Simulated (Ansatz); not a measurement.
**SiH$_{5}$F: geometry relaxation (part 2 of 2)**

Continued. System: SiH$_{5}$F. Method: RHF/def2-SVPD (Ansatz 0.2.0). It belongs to a series of runs on one base structure; here: end point A relaxed.

Geometry of the input (Å):
```
Si 0.2265  0.0000  -0.0408
F  0.2600  0.0000  1.5687
H  1.6361  0.0000  -0.5047
H  -0.4660  1.2179  -0.5081
H  -0.4660  -1.2179  -0.5081
H  -2.2529  0.0000  0.9523
H  -1.8719  0.0000  1.5522
```

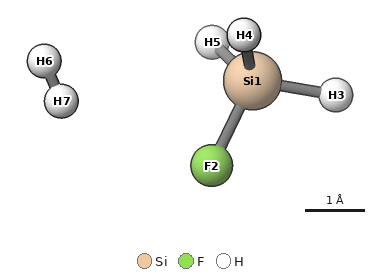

*The geometry at step 5 of the log (ball-and-stick view, seen at a tilt; atoms are numbered from 1 in the order of the input).*

### What the program printed, continued
```
relax step   9: F+E_penalty+E_count = -10643.23274011 eV  Δ(F+E_penalty+E_count) = -1.608e-4 eV  max|allowed force component| = 1.458e-2 eV/Å  Δτ_max = 0.0542 Å  (22 SCF iters, accepted)
these checks for a lower state are left out or cut short: starts, cluster_reference, orbital_swaps, neighbouring_geometries, increment
872 factors; integrals over basis functions are off by at most 4.3e-4 eV
mean field evaluation 64: about -10643.2329 eV, gradient 1.9e-5 eV
mean field -10643.23287100 eV, -391.1315937670 hartree, gradient 1.9e-5 eV, S^2 0.000000; 0 other end points of the search recorded, 0 dependent functions left out
the calculation of the forces begins
reference -10643.23287100 eV, -391.1315937670 hartree; 14, 14 occupied and 73, 73 virtual orbitals, 872 factors
relax step  10: F+E_penalty+E_count = -10643.23287100 eV  Δ(F+E_penalty+E_count) = -1.309e-4 eV  max|allowed force component| = 6.641e-2 eV/Å  Δτ_max = 0.0691 Å  (21 SCF iters, accepted)
these checks for a lower state are left out or cut short: starts, cluster_reference, orbital_swaps, neighbouring_geometries, increment
872 factors; integrals over basis functions are off by at most 4.3e-4 eV
mean field -10643.23300717 eV, -391.1315987711 hartree, gradient 1.5e-5 eV, S^2 0.000000; 0 other end points of the search recorded, 0 dependent functions left out
the calculation of the forces begins
reference -10643.23300717 eV, -391.1315987711 hartree; 14, 14 occupied and 73, 73 virtual orbitals, 872 factors
relax step  11: F+E_penalty+E_count = -10643.23300717 eV  Δ(F+E_penalty+E_count) = -1.362e-4 eV  max|allowed force component| = 4.878e-2 eV/Å  Δτ_max = 0.0147 Å  (21 SCF iters, accepted)
these checks for a lower state are left out or cut short: starts, cluster_reference, orbital_swaps, neighbouring_geometries, increment
872 factors; integrals over basis functions are off by at most 4.3e-4 eV
mean field -10643.23316465 eV, -391.1316045583 hartree, gradient 5.2e-6 eV, S^2 0.000000; 0 other end points of the search recorded, 0 dependent functions left out
the calculation of the forces begins
reference -10643.23316465 eV, -391.1316045583 hartree; 14, 14 occupied and 73, 73 virtual orbitals, 872 factors
relax step  12: F+E_penalty+E_count = -10643.23316465 eV  Δ(F+E_penalty+E_count) = -1.575e-4 eV  max|allowed force component| = 2.607e-2 eV/Å  Δτ_max = 0.0275 Å  (22 SCF iters, accepted)
872 factors; integrals over basis functions are off by at most 4.3e-4 eV
mean field -10643.23316465 eV, -391.1316045583 hartree, gradient 5.2e-6 eV, S^2 0.000000; 1 other end points of the search recorded, 0 dependent functions left out
the calculation of the forces begins
reference -10643.23316465 eV, -391.1316045583 hartree; 14, 14 occupied and 73, 73 virtual orbitals, 872 factors
Total energy: -10643.23316465 eV, -391.1316045583 hartree
Atom 0 at     0.559695    -0.000000    -0.236841 Å, force     0.005093    -0.000000     0.022877 eV/Å
Atom 1 at     0.437996    -0.000000     1.382426 Å, force     0.002345     0.000000    -0.026069 eV/Å
Atom 2 at     1.994473     0.000000    -0.579431 Å, force    -0.007840     0.000000     0.004340 eV/Å
Atom 3 at    -0.105673     1.217090    -0.737026 Å, force     0.000098    -0.004546    -0.001110 eV/Å
Atom 4 at    -0.105673    -1.217090    -0.737026 Å, force     0.000098     0.004546    -0.001110 eV/Å
Atom 5 at    -3.201702    -0.000000     1.563123 Å, force     0.017338    -0.000000     0.008498 eV/Å
Atom 6 at    -2.513416     0.000000     1.856273 Å, force    -0.017132     0.000000    -0.007426 eV/Å
Dipole moment:     0.031968    -0.000000    -0.352265 e Å
```

### Trajectory as extended XYZ (Å, eV, eV/Å), 12 frames, from step=1 to step=12
```
7
Properties=species:S:1:pos:R:3:forces:R:3 step=1 energy=-10643.01399
Si    0.2265    0.0000   -0.0408    0.3379   0.0000  -0.7305
F     0.2600    0.0000    1.5687    0.3657   0.0000   0.4668
H     1.6361    0.0000   -0.5047   -0.1425   0.0000   0.0689
H    -0.4660    1.2179   -0.5081    0.0417  -0.0567   0.0389
H    -0.4660   -1.2179   -0.5081    0.0417   0.0567   0.0389
H    -2.2529    0.0000    0.9523   -1.0814   0.0000  -1.1133
H    -1.8719    0.0000    1.5522    0.4368   0.0000   1.2303
7
Properties=species:S:1:pos:R:3:forces:R:3 step=2 energy=-10643.15329
Si    0.2916    0.0000   -0.0641    0.1263   0.0000  -0.3341
F     0.3827    0.0000    1.5501    0.0240   0.0000   0.2234
H     1.6842    0.0000   -0.5467    0.0109   0.0000  -0.0746
H    -0.4259    1.2115   -0.5066    0.0536  -0.0141   0.0468
H    -0.4259   -1.2115   -0.5066    0.0536   0.0141   0.0468
H    -2.4460    0.0000    0.9964   -0.1356   0.0000   0.0375
H    -1.9950    0.0000    1.5890   -0.1328   0.0000   0.0541
7
Properties=species:S:1:pos:R:3:forces:R:3 step=3 energy=-10643.19207
Si    0.3528    0.0000   -0.1010    0.0023   0.0000  -0.0867
F     0.3592    0.0000    1.5235    0.1842   0.0000  -0.0565
H     1.7517    0.0000   -0.5885   -0.0984   0.0000   0.1259
H    -0.3530    1.2210   -0.5384    0.0356  -0.0547  -0.0130
H    -0.3530   -1.2210   -0.5384    0.0356   0.0547  -0.0130
H    -2.6089    0.0000    1.1124   -0.0693   0.0000   0.0262
H    -2.0832    0.0000    1.6419   -0.0900   0.0000   0.0171
7
Properties=species:S:1:pos:R:3:forces:R:3 step=4 energy=-10643.21940
Si    0.4065    0.0000   -0.1256    0.0551   0.0000  -0.0167
F     0.4598    0.0000    1.4972    0.0163   0.0000  -0.0162
H     1.7989    0.0000   -0.6157   -0.0230   0.0000   0.0086
H    -0.3046    1.2194   -0.5538    0.0057  -0.0276  -0.0015
H    -0.3046   -1.2194   -0.5538    0.0057   0.0276  -0.0015
H    -2.7835    0.0000    1.1918    0.0689   0.0000   0.0862
H    -2.2070    0.0000    1.6714   -0.1289   0.0000  -0.0588
7
Properties=species:S:1:pos:R:3:forces:R:3 step=5 energy=-10643.22835
Si    0.4592    0.0000   -0.1550    0.0151   0.0000  -0.0139
F     0.4997    0.0000    1.4671   -0.0071   0.0000   0.0165
H     1.8555    0.0000   -0.6297   -0.0057   0.0000  -0.0155
H    -0.2535    1.2146   -0.5908    0.0106   0.0086   0.0009
H    -0.2535   -1.2146   -0.5908    0.0106  -0.0086   0.0009
H    -2.9116    0.0000    1.2723   -0.0715   0.0000  -0.0415
H    -2.3301    0.0000    1.7384    0.0480   0.0000   0.0527
7
Properties=species:S:1:pos:R:3:forces:R:3 step=6 energy=-10643.23125
Si    0.4990    0.0000   -0.1793    0.0103   0.0000   0.0266
F     0.5164    0.0000    1.4442    0.0033   0.0000  -0.0179
H     1.8992    0.0000   -0.6421    0.0037   0.0000   0.0004
H    -0.2059    1.2167   -0.6208   -0.0041   0.0054  -0.0074
H    -0.2059   -1.2167   -0.6208   -0.0041  -0.0054  -0.0074
H    -3.0256    0.0000    1.3499    0.0810   0.0000   0.0645
H    -2.4114    0.0000    1.7805   -0.0901   0.0000  -0.0589
7
Properties=species:S:1:pos:R:3:forces:R:3 step=7 energy=-10643.23224
Si    0.5256    0.0000   -0.1963    0.0108   0.0000   0.0121
F     0.5242    0.0000    1.4271    0.0018   0.0000  -0.0137
H     1.9305    0.0000   -0.6450    0.0015   0.0000   0.0062
H    -0.1738    1.2171   -0.6462   -0.0058   0.0014  -0.0039
H    -0.1738   -1.2171   -0.6462   -0.0058  -0.0014  -0.0039
H    -3.0984    0.0000    1.4067    0.0347   0.0000   0.0267
H    -2.4686    0.0000    1.8114   -0.0373   0.0000  -0.0236
7
Properties=species:S:1:pos:R:3:forces:R:3 step=8 energy=-10643.23258
Si    0.5449    0.0000   -0.2102   -0.0001   0.0000   0.0036
F     0.5226    0.0000    1.4128    0.0008   0.0000  -0.0077
H     1.9557    0.0000   -0.6405   -0.0038   0.0000   0.0052
H    -0.1503    1.2164   -0.6693    0.0013   0.0009  -0.0014
H    -0.1503   -1.2164   -0.6693    0.0013  -0.0009  -0.0014
H    -3.1486    0.0000    1.4509    0.0122   0.0000   0.0104
H    -2.5081    0.0000    1.8371   -0.0117   0.0000  -0.0088
7
Properties=species:S:1:pos:R:3:forces:R:3 step=9 energy=-10643.23274
Si    0.5576    0.0000   -0.2220    0.0049   0.0000   0.0029
F     0.5114    0.0000    1.4005   -0.0042   0.0000  -0.0065
H     1.9750    0.0000   -0.6300   -0.0040   0.0000   0.0018
H    -0.1301    1.2167   -0.6919    0.0007  -0.0026   0.0005
H    -0.1301   -1.2167   -0.6919    0.0007   0.0026   0.0005
H    -3.1854    0.0000    1.4907    0.0146   0.0000   0.0103
H    -2.5327    0.0000    1.8560   -0.0126   0.0000  -0.0095
7
Properties=species:S:1:pos:R:3:forces:R:3 step=10 energy=-10643.23287
Si    0.5708    0.0000   -0.2368   -0.0035   0.0000   0.0180
F     0.4795    0.0000    1.3845   -0.0001   0.0000  -0.0294
H     1.9993    0.0000   -0.6059   -0.0159   0.0000   0.0048
H    -0.1058    1.2157   -0.7256    0.0084   0.0001   0.0031
H    -0.1058   -1.2157   -0.7256    0.0084  -0.0001   0.0031
H    -3.2239    0.0000    1.5481    0.0664   0.0000   0.0331
H    -2.5483    0.0000    1.8727   -0.0637   0.0000  -0.0328
7
Properties=species:S:1:pos:R:3:forces:R:3 step=11 energy=-10643.23301
Si    0.5659    0.0000   -0.2367    0.0144   0.0000   0.0229
F     0.4654    0.0000    1.3840   -0.0024   0.0000  -0.0299
H     1.9965    0.0000   -0.5974   -0.0109   0.0000   0.0046
H    -0.1050    1.2174   -0.7288   -0.0015  -0.0073   0.0009
H    -0.1050   -1.2174   -0.7288   -0.0015   0.0073   0.0009
H    -3.2166    0.0000    1.5539    0.0488   0.0000   0.0233
H    -2.5355    0.0000    1.8654   -0.0468   0.0000  -0.0226
7
Properties=species:S:1:pos:R:3:forces:R:3 step=12 energy=-10643.23316
Si    0.5597    0.0000   -0.2368    0.0051   0.0000   0.0229
F     0.4380    0.0000    1.3824    0.0023   0.0000  -0.0261
H     1.9945    0.0000   -0.5794   -0.0078   0.0000   0.0043
H    -0.1057    1.2171   -0.7370    0.0001  -0.0045  -0.0011
H    -0.1057   -1.2171   -0.7370    0.0001   0.0045  -0.0011
H    -3.2017    0.0000    1.5631    0.0173   0.0000   0.0085
H    -2.5134    0.0000    1.8563   -0.0171   0.0000  -0.0074
```

### Results in brief

- outcome: converged
- total energy: −10643.2332 eV
- mean-field energy: −10643.2332 eV
- largest force (length of the vector) at the end: 0.026 eV/Å
- hardware: 1 thread of Intel Xeon @ 2.60GHz (Ice Lake), 24 GiB of memory available, shared host
- wall time: 13 s
- peak memory: 0.16 GiB
